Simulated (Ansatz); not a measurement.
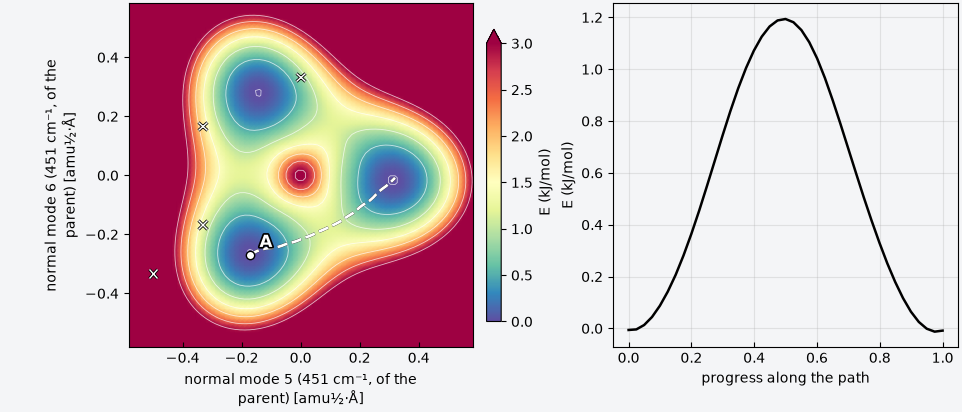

BeH₆Si₂, charge −1, spin multiplicity 2. Coordinates scanned: (1) normal mode 5 (451 cm⁻¹, of the parent); (2) normal mode 6 (451 cm⁻¹, of the parent). Nothing is relaxed (straight displacements along the two mass-weighted modes). The grid has 15 × 15 points. At 4 points there is no value. Points are written as (first, second). All energies are given in kJ/mol relative to the lowest grid point. Near the degeneracy a single determinant is a rough description. The calculation used UHF/def2-SVPD (Ansatz).

Drawn: a smooth colour map with a few white contour lines, crosses at grid points without a value, a line along the lowest path, one colour for all values above the top of the scale, the energy along the path at the right, the start A. Between grid points the surface is interpolated.

Question: Describe the path and its barrier.

Answer: The easiest path leads from the well at about (−0.17 amu½·Å, −0.27 amu½·Å) to a well of about the same depth at (0.333 amu½·Å, 0.000 amu½·Å). Its highest point lies about 1.2 kJ/mol above the bottom of the first well on the interpolated surface, at (0.083 amu½·Å, −0.167 amu½·Å). This is the barrier on the constrained surface; relaxing the other coordinates would change it.
